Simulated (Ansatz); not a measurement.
CH6FOPSi: nudged elastic band

CH6FOPSi, SMILES CO[SiH](F)P, computed with RKS PBE0-D4/def2-SVP (Ansatz 0.2.0).

It belongs to a series of runs on one base structure; here: band between the two ends.

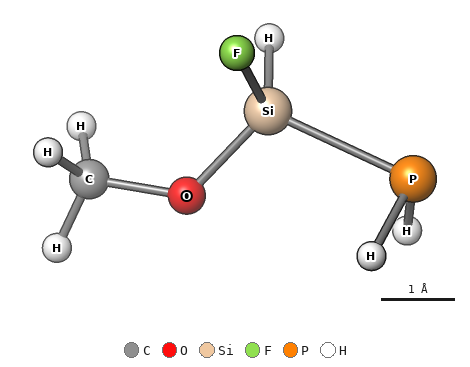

Fig. 1: The starting structure (ball-and-stick view, seen at a tilt). Bond lengths as drawn: C–H 1.10 to 1.11 Å, C–O 1.41 Å, F–Si 1.63 Å, H–P 1.43 Å, H–Si 1.49 Å, O–Si 1.65 Å and P–Si 2.24 Å.

## Key numbers

| quantity | value |
| --- | --- |
| outcome | converged |
| barrier, forward | 0.917 eV |
| barrier, backward | 0.936 eV |
| hardware | 2 threads of Intel Xeon (Granite Rapids), 16 GiB of memory available, shared host |
| wall time | 3.3 min (CPU time 6.3 min) |
| peak memory | 0.26 GiB |

The order of the saddle point was not checked.

## Input file
```yaml
crystal:
  periodic: [false, false, false]
  atoms:
    - { symbol: C, position_ang: [-1.552988, 0.907034, -0.531044] }
    - { symbol: O, position_ang: [-0.655859, -0.094318, -0.119073] }
    - { symbol: Si, position_ang: [0.934017, 0.137037, 0.249043] }
    - { symbol: F, position_ang: [1.039141, 1.08858, 1.563815] }
    - { symbol: P, position_ang: [1.903308, -1.826965, 0.721246] }
    - { symbol: H, position_ang: [-2.478872, 0.426778, -0.880024] }
    - { symbol: H, position_ang: [-1.806578, 1.587148, 0.299678] }
    - { symbol: H, position_ang: [-1.145308, 1.51142, -1.362091] }
    - { symbol: H, position_ang: [1.623482, 0.866344, -0.853405] }
    - { symbol: H, position_ang: [1.449529, -2.387294, -0.51335] }
    - { symbol: H, position_ang: [0.755527, -2.272764, 1.445805] }
basis:
  gaussian: { orbitals: def2-SVP }
hamiltonian:
  xc: pbe0
  dispersion: d4
neb:
  order_check: false
  images: 6
  f_tol: 0.05
  max_iterations: 60
  climbing: false
  final_atoms:
    - { symbol: C, position_ang: [-1.64453617, 1.05374985, -0.5047005] }
    - { symbol: O, position_ang: [-0.84267347, -0.07550099, -0.26847866] }
    - { symbol: Si, position_ang: [0.78132266, -0.06412111, 0.00097344] }
    - { symbol: F, position_ang: [1.08759195, 0.74332945, 1.38087823] }
    - { symbol: P, position_ang: [1.39363512, -2.21424245, 0.11745241] }
    - { symbol: H, position_ang: [-2.63451462, 0.71654813, -0.84535957] }
    - { symbol: H, position_ang: [-1.77818284, 1.65212269, 0.41258252] }
    - { symbol: H, position_ang: [-1.2168188, 1.70772232, -1.28642061] }
    - { symbol: H, position_ang: [1.5039094, 0.68469572, -1.0670082] }
    - { symbol: H, position_ang: [2.65792002, -1.87895596, 0.69495383] }
    - { symbol: H, position_ang: [0.75774574, -2.38234765, 1.3857271] }
  initial_path:
    images:
      - { positions_ang: [[-1.552988, 0.907034, -0.531044], [-0.655859, -0.094318, -0.119073], [0.934017, 0.137037, 0.249043], [1.039141, 1.08858, 1.563815], [1.903308, -1.826965, 0.721246], [-2.478872, 0.426778, -0.880024], [-1.806578, 1.587148, 0.299678], [-1.145308, 1.51142, -1.362091], [1.623482, 0.866344, -0.853405], [1.449529, -2.387294, -0.51335], [0.755527, -2.272764, 1.445805]] }
      - { positions_ang: [[-1.55100599, 0.92229672, -0.52967705], [-0.69677394, -0.11358986, -0.20798364], [0.87508737, 0.1006094, 0.21121502], [0.97098872, 1.03890223, 1.53039434], [1.79225891, -1.87958415, 0.69038024], [-2.50375137, 0.51535279, -0.89616744], [-1.78315343, 1.55461165, 0.34186273], [-1.13376266, 1.57873062, -1.32601409], [1.61868822, 0.80860783, -0.85555187], [1.59838856, -2.3849532, -0.54696953], [0.87843461, -2.19798403, 1.60911129]] }
      - { positions_ang: [[-1.54902398, 0.93755944, -0.5283101], [-0.73768888, -0.13286171, -0.29689428], [0.81615773, 0.06418179, 0.17338705], [0.90283644, 0.98922445, 1.49697367], [1.68120982, -1.93220329, 0.65951448], [-2.52863074, 0.60392757, -0.91231088], [-1.75972887, 1.52207531, 0.38404747], [-1.12221733, 1.64604123, -1.28993717], [1.61389445, 0.75087165, -0.85769875], [1.74724812, -2.38261239, -0.58058906], [1.00134222, -2.12320405, 1.77241758]] }
      - { positions_ang: [[-1.54704197, 0.95282216, -0.52694315], [-0.77860382, -0.15213357, -0.38580492], [0.7572281, 0.02775419, 0.13555907], [0.83468416, 0.93954668, 1.46355301], [1.57016074, -1.98482244, 0.62864872], [-2.5535101, 0.69250236, -0.92845432], [-1.7363043, 1.48953896, 0.4262322], [-1.11067199, 1.71335185, -1.25386026], [1.60910067, 0.69313548, -0.85984562], [1.89610769, -2.38027159, -0.61420859], [1.12424983, -2.04842408, 1.93572387]] }
      - { positions_ang: [[-1.56012028, 0.97378157, -0.52317979], [-0.8052916, -0.14944543, -0.40714859], [0.73541462, -0.00098268, 0.10012056], [0.84160573, 0.89022517, 1.43741919], [1.49735033, -2.04014779, 0.54239249], [-2.57574476, 0.73389809, -0.92350226], [-1.73224785, 1.49882106, 0.44236142], [-1.12088782, 1.74139504, -1.24305021], [1.59201887, 0.66718572, -0.89036036], [2.06873498, -2.30765187, -0.44159376], [1.12456679, -2.06407889, 1.92714131]] }
      - { positions_ang: [[-1.58825891, 1.00043766, -0.51702003], [-0.81775223, -0.12479728, -0.36092528], [0.7507173, -0.02202883, 0.06707152], [0.92360114, 0.84125993, 1.4185722], [1.46277859, -2.09817934, 0.4007458], [-2.59533472, 0.72811477, -0.8974547], [-1.74755951, 1.5499216, 0.43243512], [-1.15286481, 1.7301708, -1.25750701], [1.56264905, 0.67302239, -0.94924297], [2.26512999, -2.16475323, -0.06274456], [1.00229311, -2.17016847, 1.74666991]] }
      - { positions_ang: [[-1.61639754, 1.02709376, -0.51086026], [-0.83021285, -0.10014913, -0.31470197], [0.76601998, -0.04307497, 0.03402248], [1.00559655, 0.79229469, 1.39972522], [1.42820686, -2.15621089, 0.2590991], [-2.61492467, 0.72233145, -0.87140713], [-1.76287117, 1.60102214, 0.42250882], [-1.1848418, 1.71894656, -1.27196381], [1.53327922, 0.67885906, -1.00812559], [2.46152501, -2.0218546, 0.31610464], [0.88001942, -2.27625806, 1.56619851]] }
      - { positions_ang: [[-1.64453617, 1.05374985, -0.5047005], [-0.84267347, -0.07550099, -0.26847866], [0.78132266, -0.06412111, 0.00097344], [1.08759195, 0.74332945, 1.38087823], [1.39363512, -2.21424245, 0.11745241], [-2.63451462, 0.71654813, -0.84535957], [-1.77818284, 1.65212269, 0.41258252], [-1.2168188, 1.70772232, -1.28642061], [1.5039094, 0.68469572, -1.0670082], [2.65792002, -1.87895596, 0.69495383], [0.75774574, -2.38234765, 1.3857271]] }
```

Run as:
```bash
ansatz run input.yaml --threads 2 --pin off --max-ram 3072MiB --backend cpu --events-out ev --progress --plain --runs-dir out
```

## The program's output
```
Engine: ansatz 0.2.0, x86_64-unknown-linux-gnu
Functional definition: PBE0
  parameter a = 0.25
  parameter kappa = 0.804
  parameter beta = 0.06672455060314922
  exchange = (1 - a)*pbe_x(kappa = kappa, mu = beta*pi^2/3) + a*exact_x
  correlation = pbe_c(beta = beta)
1115 factors; integrals over basis functions are off by at most 3.5e-4 eV
mean field evaluation 1: about -23040.2738 eV, gradient 4.8e1 eV
mean field evaluation 2: about -23035.5463 eV, gradient 7.1e1 eV
mean field evaluation 4: about -23044.6497 eV, gradient 2.8e0 eV
mean field evaluation 8: about -23044.6777 eV, gradient 3.3e-2 eV
mean field -23044.67770881 eV, -846.8762855553 hartree, gradient 5.5e-5 eV, S^2 0.000000; 0 other end points of the search recorded, 0 dependent functions left out
the calculation of the forces begins
reference -23044.67773602 eV, -846.8762865552 hartree; 29, 29 occupied and 79, 79 virtual orbitals, 1115 factors
1115 factors; integrals over basis functions are off by at most 3.5e-4 eV
mean field evaluation 16: about -23035.6921 eV, gradient 7.1e1 eV
mean field -23044.69743418 eV, -846.8770104490 hartree, gradient 2.2e-5 eV, S^2 0.000000; 0 other end points of the search recorded, 0 dependent functions left out
[... from here on the field's lines of each further geometry are left out, up to the last ...]
NEB iter   1: max|band force component| = 3.658e1 eV/Å  barrier→ = 7.4821 eV  barrier← = 7.5015 eV  Δτ_max = 0.2000 Å  (202 SCF iters)
NEB iter   2: max|band force component| = 1.116e1 eV/Å  barrier→ = 1.8690 eV  barrier← = 1.8883 eV  Δτ_max = 0.2000 Å  (172 SCF iters)
NEB iter   3: max|band force component| = 6.333e0 eV/Å  barrier→ = 0.9192 eV  barrier← = 0.9385 eV  Δτ_max = 0.1980 Å  (166 SCF iters)
NEB iter   4: max|band force component| = 1.526e0 eV/Å  barrier→ = 0.9283 eV  barrier← = 0.9476 eV  Δτ_max = 0.1971 Å  (168 SCF iters)
NEB iter   5: max|band force component| = 5.895e-1 eV/Å  barrier→ = 0.9804 eV  barrier← = 0.9998 eV  Δτ_max = 0.0501 Å  (167 SCF iters)
NEB iter   6: max|band force component| = 2.979e-1 eV/Å  barrier→ = 0.9518 eV  barrier← = 0.9712 eV  Δτ_max = 0.1161 Å  (170 SCF iters)
NEB iter   7: max|band force component| = 1.923e-1 eV/Å  barrier→ = 0.9112 eV  barrier← = 0.9305 eV  Δτ_max = 0.2000 Å  (171 SCF iters)
NEB iter   8: max|band force component| = 4.086e-1 eV/Å  barrier→ = 0.8048 eV  barrier← = 0.8242 eV  Δτ_max = 0.1003 Å  (169 SCF iters)
NEB iter   9: max|band force component| = 2.593e-1 eV/Å  barrier→ = 0.7691 eV  barrier← = 0.7884 eV  Δτ_max = 0.1006 Å  (168 SCF iters)
NEB iter  10: max|band force component| = 1.303e-1 eV/Å  barrier→ = 0.7529 eV  barrier← = 0.7722 eV  Δτ_max = 0.1996 Å  (169 SCF iters)
NEB iter  11: max|band force component| = 1.597e-1 eV/Å  barrier→ = 0.8588 eV  barrier← = 0.8781 eV  Δτ_max = 0.1006 Å  (168 SCF iters)
NEB iter  12: max|band force component| = 1.978e-1 eV/Å  barrier→ = 0.9485 eV  barrier← = 0.9678 eV  Δτ_max = 0.0500 Å  (168 SCF iters)
NEB iter  13: max|band force component| = 1.830e-1 eV/Å  barrier→ = 0.9580 eV  barrier← = 0.9774 eV  Δτ_max = 0.0502 Å  (170 SCF iters)
NEB iter  14: max|band force component| = 1.726e-1 eV/Å  barrier→ = 0.9773 eV  barrier← = 0.9966 eV  Δτ_max = 0.0501 Å  (166 SCF iters)
NEB iter  15: max|band force component| = 2.083e-1 eV/Å  barrier→ = 0.9812 eV  barrier← = 1.0006 eV  Δτ_max = 0.0498 Å  (168 SCF iters)
NEB iter  16: max|band force component| = 1.809e-1 eV/Å  barrier→ = 0.9653 eV  barrier← = 0.9846 eV  Δτ_max = 0.0495 Å  (162 SCF iters)
NEB iter  17: max|band force component| = 1.344e-1 eV/Å  barrier→ = 0.9370 eV  barrier← = 0.9563 eV  Δτ_max = 0.0491 Å  (163 SCF iters)
NEB iter  18: max|band force component| = 1.498e-1 eV/Å  barrier→ = 0.9167 eV  barrier← = 0.9360 eV  Δτ_max = 0.0194 Å  (163 SCF iters)
NEB iter  19: max|band force component| = 1.238e-1 eV/Å  barrier→ = 0.9193 eV  barrier← = 0.9386 eV  Δτ_max = 0.0247 Å  (155 SCF iters)
NEB iter  20: max|band force component| = 6.329e-2 eV/Å  barrier→ = 0.9149 eV  barrier← = 0.9342 eV  Δτ_max = 0.0247 Å  (166 SCF iters)
NEB iter  21: max|band force component| = 5.864e-2 eV/Å  barrier→ = 0.9145 eV  barrier← = 0.9338 eV  Δτ_max = 0.0247 Å  (165 SCF iters)
NEB iter  22: max|band force component| = 5.575e-2 eV/Å  barrier→ = 0.9075 eV  barrier← = 0.9268 eV  Δτ_max = 0.0247 Å  (170 SCF iters)
the calculation of the forces begins
reference -23044.67565616 eV, -846.8762101217 hartree; 29, 29 occupied and 79, 79 virtual orbitals, 1115 factors
1115 factors; integrals over basis functions are off by at most 4.5e-4 eV
mean field evaluation 1120: about -23043.7464 eV, gradient 7.6e-1 eV
mean field -23043.76470421 eV, -846.8427332551 hartree, gradient 7.2e-6 eV, S^2 0.000000; 1 other end points of the search recorded, 0 dependent functions left out
the calculation of the forces begins
reference -23043.76473242 eV, -846.8427342917 hartree; 29, 29 occupied and 79, 79 virtual orbitals, 1115 factors
NEB iter  23: max|band force component| = 2.282e-2 eV/Å  barrier→ = 0.9171 eV  barrier← = 0.9364 eV  Δτ_max = 0.0000 Å  (310 SCF iters)
```

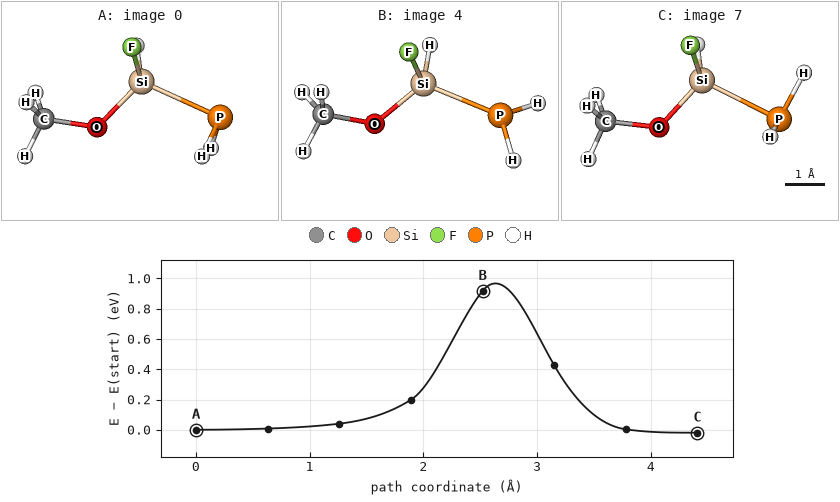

Fig. 2: Images of the last band (counted from 0; ball-and-stick, seen at a tilt) above the energy along the path; the line is a cubic interpolation that uses the forces. The highest image is number 4, 0.917 eV above the start and 0.936 eV above the end; the end lies 0.019 eV below the start. The path is 4.41 Å long. The band converged in 23 iterations.

```
Total energy: -23043.96251168 eV, -846.8500025456 hartree
Atom 0 at    -1.691149     1.114381    -0.516509 Å, force     0.022484    -0.049317    -0.013073 eV/Å
Atom 1 at    -0.806245     0.014267    -0.558476 Å, force     0.013648    -0.037977     0.034426 eV/Å
Atom 2 at     0.741897     0.021795     0.004625 Å, force     0.012048    -0.006715    -0.000146 eV/Å
Atom 3 at     0.713397     1.081115     1.240816 Å, force    -0.038401     0.063501    -0.034276 eV/Å
Atom 4 at     1.582442    -1.833802     0.765649 Å, force     0.424534     0.353006     0.658971 eV/Å
Atom 5 at    -2.724266     0.737596    -0.540845 Å, force     0.011972    -0.030722    -0.004376 eV/Å
Atom 6 at    -1.557621     1.714452     0.398393 Å, force     0.012556    -0.029674    -0.002288 eV/Å
Atom 7 at    -1.547626     1.776354    -1.388702 Å, force     0.024187    -0.042794    -0.004893 eV/Å
Atom 8 at     1.753055     0.502904    -0.971791 Å, force    -0.014679    -0.002478    -0.016060 eV/Å
Atom 9 at     2.696199    -2.362107     0.095210 Å, force    -0.263319    -0.131806    -0.302275 eV/Å
Atom 10 at     0.905315    -2.823954     1.492231 Å, force    -0.205029    -0.085025    -0.316009 eV/Å
Dipole moment:    -0.121495    -0.087753    -0.200452 e Å
this run last wrote the band of iteration 23 to [file]
```

## The last band as extended XYZ (Å, eV, eV/Å)
```
11
Properties=species:S:1:pos:R:3:forces:R:3 image=0 energy=-23044.87960
C    -1.5530    0.9070   -0.5310    0.0117  -0.0060  -0.0008
O    -0.6559   -0.0943   -0.1191   -0.0093   0.0091   0.0011
Si    0.9340    0.1370    0.2490   -0.0013   0.0094  -0.0011
F     1.0391    1.0886    1.5638   -0.0019  -0.0065  -0.0063
P     1.9033   -1.8270    0.7212    0.0069  -0.0044   0.0008
H    -2.4789    0.4268   -0.8800   -0.0003  -0.0013  -0.0001
H    -1.8066    1.5871    0.2997   -0.0014   0.0015  -0.0002
H    -1.1453    1.5114   -1.3621    0.0001  -0.0048   0.0058
H     1.6235    0.8663   -0.8534    0.0000  -0.0014   0.0020
H     1.4495   -2.3873   -0.5133   -0.0014   0.0018   0.0019
H     0.7555   -2.2728    1.4458   -0.0033   0.0025  -0.0030
11
Properties=species:S:1:pos:R:3:forces:R:3 image=1 energy=-23044.87170
C    -1.5652    0.9165   -0.5053    0.0102   0.0028  -0.0053
O    -0.6515   -0.1023   -0.1801   -0.0070  -0.0062   0.0029
Si    0.9277    0.1271    0.2343   -0.0160   0.0034   0.0234
F     0.9685    1.1721    1.4805    0.0062   0.0020   0.0013
P     1.8290   -1.8201    0.8842    0.0182  -0.0072  -0.0233
H    -2.5526    0.4612   -0.6701    0.0000  -0.0024  -0.0048
H    -1.6547    1.6561    0.3084   -0.0040  -0.0010  -0.0044
H    -1.2730    1.4484   -1.4286    0.0014  -0.0017  -0.0010
H     1.6987    0.7672   -0.8692    0.0005   0.0007   0.0059
H     1.7873   -2.3211   -0.4543   -0.0100  -0.0065  -0.0010
H     0.5511   -2.3622    1.2207    0.0006   0.0161   0.0063
11
Properties=species:S:1:pos:R:3:forces:R:3 image=2 energy=-23044.83948
C    -1.5951    0.9645   -0.4810    0.0062  -0.0153   0.0019
O    -0.6956   -0.1055   -0.2944    0.0140  -0.0098   0.0339
Si    0.8798    0.0843    0.1600    0.0146   0.0072   0.0086
F     0.8912    1.2322    1.3140    0.0219   0.0192   0.0153
P     1.7555   -1.7907    1.0403   -0.0017  -0.0064   0.0028
H    -2.6137    0.5583   -0.5639    0.0115  -0.0251  -0.0055
H    -1.5676    1.6673    0.3685   -0.0080  -0.0039  -0.0083
H    -1.3740    1.5295   -1.4044    0.0179  -0.0327  -0.0043
H     1.7259    0.6040   -0.9511   -0.0023   0.0170   0.0058
H     2.1431   -2.3042   -0.2347   -0.0434   0.0099  -0.0303
H     0.5158   -2.4966    1.0674   -0.0308   0.0399  -0.0200
11
Properties=species:S:1:pos:R:3:forces:R:3 image=3 energy=-23044.68195
C    -1.6478    1.0579   -0.4986    0.0345  -0.0746   0.0000
O    -0.7698   -0.0529   -0.4818    0.0359  -0.0417   0.0735
Si    0.7903    0.0220    0.0573    0.0271  -0.0128   0.0501
F     0.7706    1.1524    1.2300    0.0441   0.0570   0.0046
P     1.7616   -1.7519    1.0621    0.1846   0.0829   0.2521
H    -2.6848    0.6922   -0.5266    0.0302  -0.0597  -0.0061
H    -1.5238    1.6879    0.3974    0.0079  -0.0327  -0.0037
H    -1.4863    1.6928   -1.3884    0.0509  -0.0796  -0.0071
H     1.7280    0.5031   -0.9959   -0.0186   0.0182  -0.0077
H     2.4009   -2.3474   -0.0643   -0.2413   0.0376  -0.1281
H     0.7266   -2.7133    1.2295   -0.1553   0.1054  -0.2276
11
Properties=species:S:1:pos:R:3:forces:R:3 image=4 energy=-23043.96248
C    -1.6911    1.1144   -0.5165    0.0225  -0.0493  -0.0131
O    -0.8062    0.0143   -0.5585    0.0136  -0.0380   0.0344
Si    0.7419    0.0218    0.0046    0.0120  -0.0067  -0.0001
F     0.7134    1.0811    1.2408   -0.0384   0.0635  -0.0343
P     1.5824   -1.8338    0.7656    0.4245   0.3530   0.6590
H    -2.7243    0.7376   -0.5408    0.0120  -0.0307  -0.0044
H    -1.5576    1.7145    0.3984    0.0126  -0.0297  -0.0023
H    -1.5476    1.7764   -1.3887    0.0242  -0.0428  -0.0049
H     1.7531    0.5029   -0.9718   -0.0147  -0.0025  -0.0161
H     2.6962   -2.3621    0.0952   -0.2633  -0.1318  -0.3023
H     0.9053   -2.8240    1.4922   -0.2050  -0.0850  -0.3160
11
Properties=species:S:1:pos:R:3:forces:R:3 image=5 energy=-23044.45313
C    -1.6742    1.0974   -0.5279    0.0412  -0.0381   0.0093
O    -0.7763    0.0101   -0.5362    0.0453  -0.0110   0.1108
Si    0.7653    0.0282    0.0537    0.0721  -0.0030   0.0724
F     0.7281    1.0632    1.3080    0.1132  -0.0062   0.1115
P     1.3413   -2.0885    0.3591   -0.6167  -0.6666  -1.0509
H    -2.7031    0.7106   -0.5850    0.0386  -0.0392  -0.0007
H    -1.5788    1.6984    0.3912   -0.0034  -0.0003   0.0036
H    -1.5138    1.7635   -1.3947    0.0470  -0.0547   0.0002
H     1.7617    0.5447   -0.9245   -0.0200   0.0452   0.0130
H     2.7474   -2.2037    0.2917    0.0946   0.3640   0.4425
H     0.9678   -2.6809    1.5853    0.1881   0.4097   0.2884
11
Properties=species:S:1:pos:R:3:forces:R:3 image=6 energy=-23044.87668
C    -1.6520    1.0775   -0.5331    0.0098  -0.0031   0.0005
O    -0.8001   -0.0389   -0.4779   -0.0223  -0.0103   0.0187
Si    0.7702   -0.0610    0.0147    0.0052  -0.0288  -0.0078
F     0.8552    0.7754    1.4097    0.0399  -0.0596   0.0211
P     1.3107   -2.2335    0.1713   -0.0074  -0.0335  -0.0480
H    -2.6872    0.7219   -0.6418   -0.0006   0.0035  -0.0053
H    -1.5893    1.6867    0.3844    0.0001   0.0004   0.0008
H    -1.4192    1.7239   -1.3979    0.0192  -0.0106  -0.0009
H     1.6869    0.6397   -0.9290   -0.0212   0.0153  -0.0091
H     2.6784   -1.9659    0.4856   -0.0108   0.0476   0.0401
H     0.9119   -2.3828    1.5345   -0.0118   0.0792  -0.0102
11
Properties=species:S:1:pos:R:3:forces:R:3 image=7 energy=-23044.89893
C    -1.6445    1.0537   -0.5047    0.0007   0.0012   0.0017
O    -0.8427   -0.0755   -0.2685    0.0017   0.0013   0.0014
Si    0.7813   -0.0641    0.0010    0.0043   0.0059  -0.0088
F     1.0876    0.7433    1.3809   -0.0017  -0.0022  -0.0014
P     1.3936   -2.2142    0.1175   -0.0013   0.0004   0.0008
H    -2.6345    0.7165   -0.8454    0.0014   0.0008   0.0010
H    -1.7782    1.6521    0.4126   -0.0008  -0.0009  -0.0027
H    -1.2168    1.7077   -1.2864   -0.0015  -0.0014   0.0008
H     1.5039    0.6847   -1.0670   -0.0037  -0.0035   0.0058
H     2.6579   -1.8790    0.6950    0.0004  -0.0002   0.0012
H     0.7577   -2.3823    1.3857    0.0006  -0.0014   0.0001
```
